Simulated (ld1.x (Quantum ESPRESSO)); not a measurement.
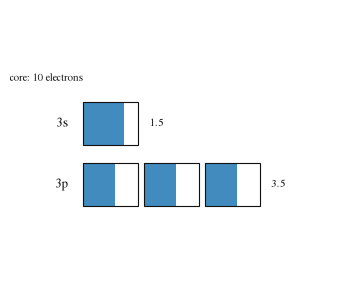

**Figure 1.** The valence shells of the reference configuration: a box for each of the 2l + 1 orbitals, shaded by the share of the shell that is filled, with the electron count at the right.

**Pseudopotential generation: P (part 1 of 2)**

Phosphorus (P, Z = 15), core [Ne], reference valence 3s1.5 3p3.5, valence charge 5. Computed at this level: TM potential, LDA (PZ), scalar-relativistic, made with ld1.x (Quantum ESPRESSO) 7.5.

### The program's output
```
     Program LD1 v.7.5
     --------------------------- All-electron run ----------------------------

     P
     scalar relativistic calculation

     atomic number is 15.00
     dft =PZ   lsd =0 sic =0 latt =0  beta=0.20 tr2=1.0E-14
     Exchange-correlation= PZ
                           (   1   1   0   0   0   0   0)
     mesh =1147 r(mesh) = 101.18493 a.u. xmin = -7.00 dx = 0.01250
     1 Ry =  13.60569312 eV, c = 137.03599908

     n l     nl                  e(Ry)          e(Ha)          e(eV)
     1 0     1S 1( 2.00)      -152.6451       -76.3225     -2076.8421
     2 0     2S 1( 2.00)       -12.7812        -6.3906      -173.8976
     2 1     2P 1( 6.00)        -9.2065        -4.6033      -125.2610
     3 0     3S 1( 1.50)        -1.0571        -0.5286       -14.3830
     3 1     3P 1( 3.50)        -0.4326        -0.2163        -5.8861

     final scf error:  3.5E-16 reached in  26 iterations

     Etot =    -681.263175 Ry,    -340.631587 Ha,   -9269.057694 eV

     Ekin =     682.783560 Ry,     341.391780 Ha,    9289.743583 eV
     Encl =   -1626.521781 Ry,    -813.260891 Ha,  -22129.956212 eV
     Eh   =     306.104022 Ry,     153.052011 Ha,    4164.757383 eV
     Exc  =     -43.628975 Ry,     -21.814488 Ha,    -593.602448 eV

     normalization and overlap integrals

     s(1S/1S) =  1.000000  <r> =   0.1039  <r2> =    0.0145  r(max) =   0.0675
     s(2S/2S) =  1.000000  <r> =   0.5219  <r2> =    0.3250  r(max) =   0.4187
     s(2P/2P) =  1.000000  <r> =   0.4862  <r2> =    0.2970  r(max) =   0.3515
     s(3S/3S) =  1.000000  <r> =   1.8829  <r2> =    4.1346  r(max) =   1.5557
     s(3P/3P) =  1.000000  <r> =   2.3439  <r2> =    6.6146  r(max) =   1.8075

     ------------------------ End of All-electron run ------------------------

     --------------------- Generating NC pseudopotential ---------------------

      Generating local pot.: lloc=0, matching radius rcloc =   2.2800

      Wfc   3P  rcut= 1.719  Using Troullier-Martins method

     ------------------- End of pseudopotential generation -------------------

     --------------------------- All-electron run ----------------------------

     P
     scalar relativistic calculation

     atomic number is 15.00
     dft =PZ   lsd =0 sic =0 latt =0  beta=0.20 tr2=1.0E-14
     Exchange-correlation= PZ
                           (   1   1   0   0   0   0   0)
     mesh =1147 r(mesh) = 101.18493 a.u. xmin = -7.00 dx = 0.01250
     1 Ry =  13.60569312 eV, c = 137.03599908

     n l     nl                  e(Ry)          e(Ha)          e(eV)
     1 0     1S 1( 2.00)      -152.6451       -76.3225     -2076.8421
     2 0     2S 1( 2.00)       -12.7812        -6.3906      -173.8976
     2 1     2P 1( 6.00)        -9.2065        -4.6033      -125.2610
     3 0     3S 1( 1.50)        -1.0571        -0.5286       -14.3830
     3 1     3P 1( 3.50)        -0.4326        -0.2163        -5.8861

     final scf error:  3.5E-16 reached in  26 iterations

     Etot =    -681.263175 Ry,    -340.631587 Ha,   -9269.057694 eV

     Ekin =     682.783560 Ry,     341.391780 Ha,    9289.743583 eV
     Encl =   -1626.521781 Ry,    -813.260891 Ha,  -22129.956212 eV
     Eh   =     306.104022 Ry,     153.052011 Ha,    4164.757383 eV
     Exc  =     -43.628975 Ry,     -21.814488 Ha,    -593.602448 eV

     normalization and overlap integrals

     s(1S/1S) =  1.000000  <r> =   0.1039  <r2> =    0.0145  r(max) =   0.0675
     s(2S/2S) =  1.000000  <r> =   0.5219  <r2> =    0.3250  r(max) =   0.4187
     s(2P/2P) =  1.000000  <r> =   0.4862  <r2> =    0.2970  r(max) =   0.3515
     s(3S/3S) =  1.000000  <r> =   1.8829  <r2> =    4.1346  r(max) =   1.5557
     s(3P/3P) =  1.000000  <r> =   2.3439  <r2> =    6.6146  r(max) =   1.8075

     ------------------------ End of All-electron run ------------------------

     Computing logarithmic derivative in   2.48611
     Computing logarithmic derivative in   2.48611
     Computing the partial wave expansion
       no projector for channel:   0
     R is outside the sphere for l=    1 j= 0.00

     ---------------------- Testing the pseudopotential ----------------------

     P
     scalar relativistic calculation

     atomic number is 15.00   valence charge is  5.00
     dft =PZ   lsd =0 sic =0 latt =0  beta=0.20 tr2=1.0E-14
     mesh =1147 r(mesh) = 101.18493 xmin = -7.00 dx = 0.01250

     n l     nl             e AE (Ry)        e PS (Ry)    De AE-PS (Ry)
     1 0     3S   1( 1.50)       -1.05713       -1.05714        0.00000
     2 1     3P   1( 3.50)       -0.43262       -0.43262        0.00000

     eps = 2.3E-17  iter =  9

     Etot =    -681.263175 Ry,    -340.631587 Ha,   -9269.057694 eV
     Etotps =   -12.529026 Ry,      -6.264513 Ha,    -170.466089 eV

     Ekin =       4.686150 Ry,       2.343075 Ha,      63.758324 eV
     Encl =     -24.151257 Ry,     -12.075629 Ha,    -328.594598 eV
     Ehrt =      10.297913 Ry,       5.148957 Ha,     140.110248 eV
     Ecxc =      -2.856958 Ry,      -1.428479 Ha,     -38.870894 eV
     Epseu=      -0.504875 Ry,      -0.252437 Ha,      -6.869169 eV

     ---------------------- End of pseudopotential test ----------------------
```

### Output of the test run (extracts)
```
     ---------------------- Testing the pseudopotential ----------------------

     P
     scalar relativistic calculation

     atomic number is 15.00   valence charge is  5.00
     dft =PZ   lsd =0 sic =0 latt =0  beta=0.20 tr2=1.0E-14
     mesh =1147 r(mesh) = 101.18493 xmin = -7.00 dx = 0.01250

     n l     nl             e AE (Ry)        e PS (Ry)    De AE-PS (Ry)
     1 0     3S   1( 1.50)       -1.05713       -1.05714        0.00000
     2 1     3P   1( 3.50)       -0.43262       -0.43262        0.00000

     eps = 2.6E-17  iter =  9

     Etot =    -681.263175 Ry,    -340.631587 Ha,   -9269.057694 eV
     Etotps =   -12.529026 Ry,      -6.264513 Ha,    -170.466089 eV

     Ekin =       4.686150 Ry,       2.343075 Ha,      63.758324 eV
     Encl =     -24.151257 Ry,     -12.075629 Ha,    -328.594598 eV
     Ehrt =      10.297913 Ry,       5.148957 Ha,     140.110248 eV
     Ecxc =      -2.856958 Ry,      -1.428479 Ha,     -38.870894 eV
     Epseu=      -0.504875 Ry,      -0.252437 Ha,      -6.869169 eV

     ---------------------- End of pseudopotential test ----------------------

     ---------------------- Testing the pseudopotential ----------------------

     P
     scalar relativistic calculation

     atomic number is 15.00   valence charge is  5.00
     dft =PZ   lsd =0 sic =0 latt =0  beta=0.20 tr2=1.0E-14
     mesh =1147 r(mesh) = 101.18493 xmin = -7.00 dx = 0.01250

     n l     nl             e AE (Ry)        e PS (Ry)    De AE-PS (Ry)
     1 0     3S   1( 2.00)       -1.03053       -1.03025       -0.00028
     2 1     3P   1( 3.00)       -0.41179       -0.41190        0.00011

     eps = 9.2E-15  iter =  9

     Etot =    -681.573995 Ry,    -340.786998 Ha,   -9273.286620 eV
     Etotps =   -12.839761 Ry,      -6.419881 Ha,    -174.693851 eV
     dEtot_ae =      -0.310820 Ry
     dEtot_ps =      -0.310735 Ry,   Delta E=      -0.000086 Ry

     Ekin =       4.358143 Ry,       2.179071 Ha,      59.295551 eV
     Encl =     -24.316246 Ry,     -12.158123 Ha,    -330.839383 eV
     Ehrt =      10.421661 Ry,       5.210830 Ha,     141.793920 eV
     Ecxc =      -2.886810 Ry,      -1.443405 Ha,     -39.277056 eV
     Epseu=      -0.416508 Ry,      -0.208254 Ha,      -5.666882 eV

     ---------------------- End of pseudopotential test ----------------------

     ---------------------- Testing the pseudopotential ----------------------

     P
     scalar relativistic calculation

     atomic number is 15.00   valence charge is  5.00
     dft =PZ   lsd =0 sic =0 latt =0  beta=0.20 tr2=1.0E-14
     mesh =1147 r(mesh) = 101.18493 xmin = -7.00 dx = 0.01250

     n l     nl             e AE (Ry)        e PS (Ry)    De AE-PS (Ry)
     1 0     3S   1( 2.00)       -1.71439       -1.71146       -0.00293
     2 1     3P   1( 2.00)       -1.05150       -1.04902       -0.00248

     eps = 3.7E-15  iter =  9

     Etot =    -680.852182 Ry,    -340.426091 Ha,   -9263.465844 eV
     Etotps =   -12.118839 Ry,      -6.059419 Ha,    -164.885202 eV
     dEtot_ae =       0.410993 Ry
     dEtot_ps =       0.410188 Ry,   Delta E=       0.000806 Ry

     Ekin =       3.798059 Ry,       1.899029 Ha,      51.675222 eV
     Encl =     -20.520882 Ry,     -10.260441 Ha,    -279.200820 eV
     Ehrt =       7.313938 Ry,       3.656969 Ha,      99.511196 eV
     Ecxc =      -2.353743 Ry,      -1.176871 Ha,     -32.024301 eV
     Epseu=      -0.356211 Ry,      -0.178106 Ha,      -4.846499 eV

     ---------------------- End of pseudopotential test ----------------------

     ---------------------- Testing the pseudopotential ----------------------

     P
     scalar relativistic calculation

     atomic number is 15.00   valence charge is  5.00
     dft =PZ   lsd =0 sic =0 latt =0  beta=0.20 tr2=1.0E-14
     mesh =1147 r(mesh) = 101.18493 xmin = -7.00 dx = 0.01250

     n l     nl             e AE (Ry)        e PS (Ry)    De AE-PS (Ry)
     1 0     3S   1( 2.00)       -2.50017       -2.49178       -0.00839  !
     2 1     3P   1( 1.00)       -1.79307       -1.78424       -0.00883  !

     eps = 8.4E-15  iter =  9

     Etot =    -679.437371 Ry,    -339.718686 Ha,   -9244.216371 eV
     Etotps =   -10.709220 Ry,      -5.354610 Ha,    -145.706361 eV
     dEtot_ae =       1.825804 Ry
     dEtot_ps =       1.819806 Ry,   Delta E=       0.005997 Ry

     Ekin =       2.863167 Ry,       1.431584 Ha,      38.955372 eV
     Encl =     -16.071219 Ry,      -8.035610 Ha,    -218.660075 eV
     Ehrt =       4.473074 Ry,       2.236537 Ha,      60.859277 eV
     Ecxc =      -1.748441 Ry,      -0.874221 Ha,     -23.788756 eV
     Epseu=      -0.225801 Ry,      -0.112900 Ha,      -3.072179 eV

     ---------------------- End of pseudopotential test ----------------------

     ---------------------- Testing the pseudopotential ----------------------

     P
     scalar relativistic calculation

     atomic number is 15.00   valence charge is  5.00
     dft =PZ   lsd =0 sic =0 latt =0  beta=0.20 tr2=1.0E-14
     mesh =1147 r(mesh) = 101.18493 xmin = -7.00 dx = 0.01250

     n l     nl             e AE (Ry)        e PS (Ry)    De AE-PS (Ry)
     1 0     3S   1( 1.00)       -1.08248       -1.08273        0.00025
     2 1     3P   1( 4.00)       -0.45253       -0.45247       -0.00006

     eps = 1.8E-15  iter =  9

     Etot =    -680.949551 Ry,    -340.474776 Ha,   -9264.790627 eV
     Etotps =   -12.215315 Ry,      -6.107658 Ha,    -166.197833 eV
     dEtot_ae =       0.313624 Ry
     dEtot_ps =       0.313711 Ry,   Delta E=      -0.000087 Ry

     Ekin =       5.026120 Ry,       2.513060 Ha,      68.383844 eV
     Encl =     -23.996436 Ry,     -11.998218 Ha,    -326.488147 eV
     Ehrt =      10.183057 Ry,       5.091529 Ha,     138.547552 eV
     Ecxc =      -2.829964 Ry,      -1.414982 Ha,     -38.503616 eV
     Epseu=      -0.598093 Ry,      -0.299046 Ha,      -8.137466 eV

     ---------------------- End of pseudopotential test ----------------------

     ---------------------- Testing the pseudopotential ----------------------

     P
     scalar relativistic calculation

     atomic number is 15.00   valence charge is  5.00
     dft =PZ   lsd =0 sic =0 latt =0  beta=0.20 tr2=1.0E-14
     mesh =1147 r(mesh) = 101.18493 xmin = -7.00 dx = 0.01250

     n l     nl             e AE (Ry)        e PS (Ry)    De AE-PS (Ry)
     1 0     3S   1( 2.00)       -3.36238       -3.34429       -0.01809  !
     2 1     3P   1( 0.00)       -2.61283       -2.59140       -0.02142  !

     eps = 8.4E-15  iter =  7

     Etot =    -677.240161 Ry,    -338.620080 Ha,   -9214.321795 eV
     Etotps =    -8.526307 Ry,      -4.263154 Ha,    -116.006323 eV
     dEtot_ae =       4.023014 Ry
     dEtot_ps =       4.002719 Ry,   Delta E=       0.020295 Ry

     Ekin =       1.545455 Ry,       0.772727 Ha,      21.026986 eV
     Encl =     -11.129925 Ry,      -5.564963 Ha,    -151.430350 eV
     Ehrt =       2.177727 Ry,       1.088864 Ha,      29.629487 eV
     Ecxc =      -1.119564 Ry,      -0.559782 Ha,     -15.232445 eV

     ---------------------- End of pseudopotential test ----------------------

     ---------------------- Testing the pseudopotential ----------------------

     P
     scalar relativistic calculation

     atomic number is 15.00   valence charge is  5.00
     dft =PZ   lsd =0 sic =0 latt =0  beta=0.20 tr2=1.0E-14
     mesh =1147 r(mesh) = 101.18493 xmin = -7.00 dx = 0.01250

     n l     nl             e AE (Ry)        e PS (Ry)    De AE-PS (Ry)
     1 0     3S   1( 2.00)       -1.35757       -1.35628       -0.00129
     2 1     3P   1( 2.50)       -0.71699       -0.71618       -0.00081

     eps = 3.9E-15  iter = 10

     Etot =    -681.293153 Ry,    -340.646577 Ha,   -9269.465571 eV
     Etotps =   -12.559049 Ry,      -6.279524 Ha,    -170.874563 eV
     dEtot_ae =      -0.029978 Ry
     dEtot_ps =      -0.030022 Ry,   Delta E=       0.000044 Ry

     Ekin =       4.124771 Ry,       2.062385 Ha,      56.120366 eV
     Encl =     -22.514282 Ry,     -11.257141 Ha,    -306.322407 eV
     Ehrt =       8.857002 Ry,       4.428501 Ha,     120.505651 eV
     Ecxc =      -2.632821 Ry,      -1.316411 Ha,     -35.821357 eV
     Epseu=      -0.393719 Ry,      -0.196859 Ha,      -5.356816 eV

     ---------------------- End of pseudopotential test ----------------------

     ---------------------- Testing the pseudopotential ----------------------

     P
     scalar relativistic calculation

     atomic number is 15.00   valence charge is  5.00
     dft =PZ   lsd =0 sic =0 latt =0  beta=0.20 tr2=1.0E-14
     mesh =1147 r(mesh) = 101.18493 xmin = -7.00 dx = 0.01250

     n l     nl             e AE (Ry)        e PS (Ry)    De AE-PS (Ry)
     1 0     3S   1( 2.00)       -0.85164       -0.85169        0.00006
     2 1     3P   1( 3.30)       -0.24540       -0.24575        0.00036

     eps = 5.6E-16  iter =  9

     Etot =    -681.672217 Ry,    -340.836109 Ha,   -9274.623002 eV
     Etotps =   -12.938065 Ry,      -6.469032 Ha,    -176.031335 eV
     dEtot_ae =      -0.409043 Ry
     dEtot_ps =      -0.409038 Ry,   Delta E=      -0.000004 Ry

     Ekin =       4.453126 Ry,       2.226563 Ha,      60.587871 eV
     Encl =     -25.287112 Ry,     -12.643556 Ha,    -344.048690 eV
     Ehrt =      11.343077 Ry,       5.671538 Ha,     154.330418 eV
     Ecxc =      -3.023004 Ry,      -1.511502 Ha,     -41.130064 eV
     Epseu=      -0.424151 Ry,      -0.212076 Ha,      -5.770870 eV

     ---------------------- End of pseudopotential test ----------------------
```

(Continued in part 2.) Outcome of the run: generated.
